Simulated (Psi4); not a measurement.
# N2H (dinitrogen monohydride) at UTPSS/def2-SVPD (sweep point 2)

Aim: the vertical doublet–quartet gap of N2H (dinitrogen monohydride) at UTPSS/def2-SVPD (sweep point 2), from 2 runs. 

The results are computed with Psi4 1.11.

### 1 The system as given

N2H has 3 atoms, charge 0, and is taken as a doublet. SMILES: `[N]=N`. Geometry: relaxed at GFN2-xTB.

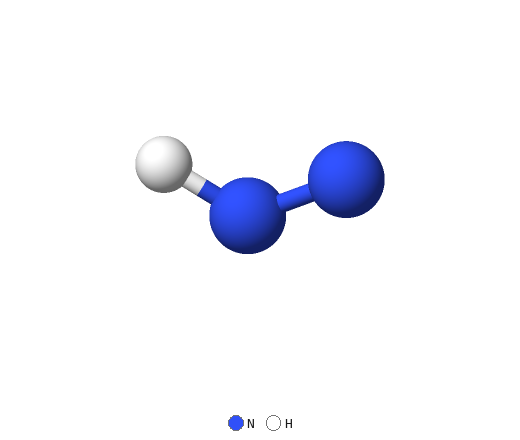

The structure, seen from a chosen angle (nitrogen blue, hydrogen white).

### 2 A single-point energy at UTPSS/def2-SVPD (sweep point 2)

Contents of input.inp:

```
memory 1600 MB

molecule mol {
  0 2
  N      1.35155102    -1.21025620     0.61457673
  N     -0.45950580    -0.35031743    -0.28863677
  H     -0.89202632     1.56057363    -0.32593996
  units au
  symmetry c1
}

set {
  reference uks
  puream true
  scf_type pk
  dft_radial_points 99
  dft_spherical_points 590
  maxiter 150
}

E, wfn = energy('tpss/def2-SVPD', return_wfn=True)
```

Command:

```
$ psi4 input.inp input.out -n 1
```

input.out:

```text
[...]
  Running in c1 symmetry.
[...]
  Nuclear repulsion =   27.754370123458202
[...]
  Multiplicity = 2
[...]
  Nalpha       = 8
  Nbeta        = 7
[...]
    Number of basis functions: 48
[...]
   @UKS iter   1:  -109.88598585943677   -2.32645e-01   8.45353e-03 ADIIS/DIIS
[...]
   @UKS iter  10:  -109.97145153169853   -6.31161e-09   2.74831e-07 DIIS
[...]
   @S^2 Observed:                7.542051807E-01
[...]
    Orbital Energies [Eh]
    ---------------------
    Alpha Occupied:
       1A    -14.200756     2A    -14.183980     3A     -1.001376
       4A     -0.636662     5A     -0.437016     6A     -0.400025
       7A     -0.380692     8A     -0.170781
    Alpha Virtual:
       9A     -0.087913    10A      0.021967    11A      0.115276
      12A      0.143205    13A      0.151452    14A      0.198094
      15A      0.277865    16A      0.308723    17A      0.326074
      18A      0.347579    19A      0.387766    20A      0.398429
      21A      0.426572    22A      0.462196    23A      0.500761
      24A      0.517611    25A      0.529392    26A      0.633097
[...]
  @UKS Final Energy:  -109.97145153169853
   => Energetics <=
    Nuclear Repulsion Energy =             27.7543701234582016
    One-Electron Energy =                -203.2707313794927586
    Two-Electron Energy =                  79.6363611512630882
    DFT Exchange-Correlation Energy =     -14.0914514269270725
    Empirical Dispersion Energy =           0.0000000000000000
    VV10 Nonlocal Energy =                  0.0000000000000000
    Total Energy =                       -109.9714515316985342
[...]
 Multipole Moments:
 ------------------------------------------------------------------------------------
     Multipole            Electronic (a.u.)      Nuclear  (a.u.)        Total (a.u.)
 ------------------------------------------------------------------------------------
 L = 1.  Multiply by 2.5417464519 to convert [e a0] to [Debye]
 Dipole X            :          0.3178854           -0.6745231           -0.3566377
 Dipole Y            :         -0.4523953            1.1258897            0.6734943
 Dipole Z            :          0.0000000           -0.0000000            0.0000000
 Magnitude           :                                                    0.7620926
[...]
```

It took 16 s on 1 thread of Intel Xeon Platinum 8375C at 2.90GHz (Ice Lake), shared host; peak memory 0.81 GiB.

### 3 The quartet at the same level

Contents of hn2.inp:

```
memory 1600 mb

molecule {
  0 4
  N      1.35155102    -1.21025620     0.61457673
  N     -0.45950580    -0.35031743    -0.28863677
  H     -0.89202632     1.56057363    -0.32593996
  units au
  symmetry c1
}

set globals {
  basis                def2-SVPD
  reference            uks
  puream               true
  scf_type             pk
  dft_radial_points    99
  dft_spherical_points 590
  maxiter              150
}

E, wfn = energy('tpss', return_wfn=True)
```

Command:

```
$ psi4 -n 1 hn2.inp hn2.out
```

hn2.out:

```text
[...]
  Running in c1 symmetry.
[...]
  Nuclear repulsion =   27.754370123458202
[...]
  Multiplicity = 4
[...]
  Nalpha       = 9
  Nbeta        = 6
[...]
    Number of basis functions: 48
[...]
   @UKS iter   1:  -109.66244044498279   -9.09962e-03   8.69231e-03 DIIS/ADIIS
[...]
   @UKS iter   9:  -109.74901117555478   -6.59820e-09   3.77174e-07 DIIS
[...]
   @S^2 Observed:                3.755946803E+00
[...]
    Orbital Energies [Eh]
    ---------------------
    Alpha Occupied:
       1A    -14.196036     2A    -14.186903     3A     -1.017922
       4A     -0.647464     5A     -0.458048     6A     -0.442452
       7A     -0.416924     8A     -0.193460     9A     -0.121777
    Alpha Virtual:
      10A      0.025331    11A      0.110209    12A      0.138469
      13A      0.155738    14A      0.189512    15A      0.273978
      16A      0.308187    17A      0.321081    18A      0.338437
      19A      0.374405    20A      0.379117    21A      0.412485
      22A      0.455038    23A      0.493197    24A      0.511490
      25A      0.520226    26A      0.616435    27A      0.823786
[...]
  @UKS Final Energy:  -109.74901117555478
   => Energetics <=
    Nuclear Repulsion Energy =             27.7543701234582016
    One-Electron Energy =                -203.0458487753908798
    Two-Electron Energy =                  79.7052609719678742
    DFT Exchange-Correlation Energy =     -14.1627934955899928
    Empirical Dispersion Energy =           0.0000000000000000
    VV10 Nonlocal Energy =                  0.0000000000000000
    Total Energy =                       -109.7490111755547844
[...]
 Multipole Moments:
 ------------------------------------------------------------------------------------
     Multipole            Electronic (a.u.)      Nuclear  (a.u.)        Total (a.u.)
 ------------------------------------------------------------------------------------
 L = 1.  Multiply by 2.5417464519 to convert [e a0] to [Debye]
 Dipole X            :          0.3615370           -0.6745231           -0.3129860
 Dipole Y            :         -0.7955331            1.1258897            0.3303566
 Dipole Z            :         -0.0000000           -0.0000000           -0.0000000
 Magnitude           :                                                    0.4550777
[...]
```

It took 15 s on 1 thread of Intel Xeon Platinum 8375C at 2.90GHz (Ice Lake), shared host; peak memory 0.81 GiB.

### 4 Results

At UTPSS/def2-SVPD (sweep point 2):

```
                                        quantity          value
                           doublet: total energy  -109.97145 Eh
                          doublet: dipole moment         1.94 D
     doublet: HOMO energy (highest over α and β)       -4.65 eV
      doublet: LUMO energy (lowest over α and β)       -2.54 eV
                                   doublet: ⟨S²⟩          0.754
                           quartet: total energy  -109.74901 Eh
                          quartet: dipole moment         1.16 D
     quartet: HOMO energy (highest over α and β)       -3.31 eV
                                   quartet: ⟨S²⟩          3.756
vertical energy of the quartet above the doublet       6.053 eV
```

At this shape the quartet lies 6.05 eV (584 kJ/mol) above the doublet.
